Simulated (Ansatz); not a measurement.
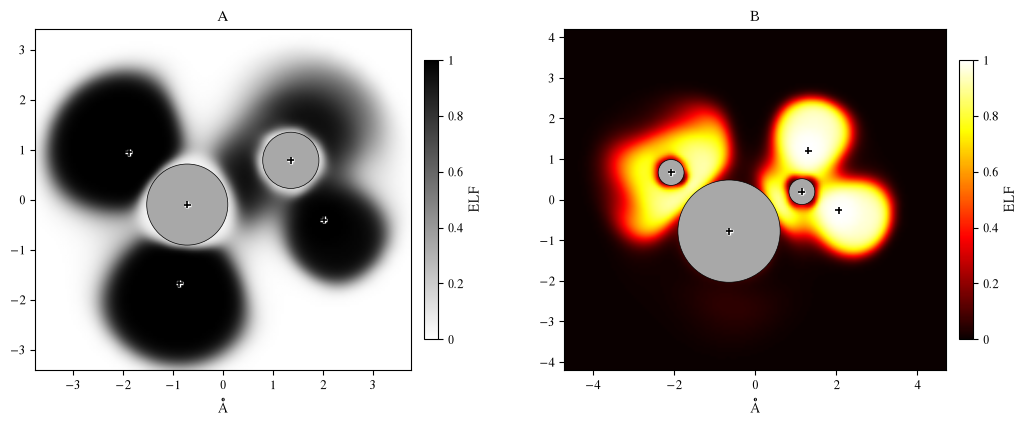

The electron localisation function of 2 systems, each on a plane through atoms (crosses mark nuclei in the plane; grey discs cover the cores).

All numbers below come from RKS B3LYP/def2-SVP (Ansatz).

System 1: ClH$_{5}$N$_{2}$OZr, the plane of atoms H9, N8 and H10. Core potentials replace the inner electrons of Zr.

```xyz
10

Zr   -0.0290   -0.0878    0.0216
Cl    0.0530   -0.2584    2.4238
N     1.8297   -0.0132   -0.7983
H     2.6100   -0.6062   -0.5102
H     2.1851    0.6839   -1.4527
O    -0.9897    1.4884   -0.5404
H    -1.7124    2.0364   -0.8558
N    -0.8940   -1.7947   -0.6913
H    -1.8227   -2.1280   -0.4277
H    -0.5085   -2.4484   -1.3718
```

System 2: AlH$_{3}$S···HF, the plane of atoms H4, Al1 and S5. 

```xyz
7

Al    0.0544   -0.5062   -0.4757
F    -0.0287   -0.0609    2.3677
H     1.3823    0.3186   -0.6675
H    -1.3822   -0.0666   -0.9594
S     0.3361   -2.5809    0.3528
H    -0.9465   -2.9840    0.1668
H     0.0939   -0.9842    2.3890
```

### Match each panel to its system.

Panel A is system 2, AlH$_{3}$S···HF: the plane holds Al, H and S. Al–S (2.25 Å): the ELF peaks at about 0.95 in the valence shell of S, 1.0 Å from its nucleus, and is about 0.90 at the midpoint. Panel B is system 1, ClH$_{5}$N$_{2}$OZr: the plane holds Zr, N and H. Zr–N (2.03 Å): the ELF peaks at about 0.90 in the valence shell of N, 0.6 Å from its nucleus, and is about 0.30 at the midpoint.
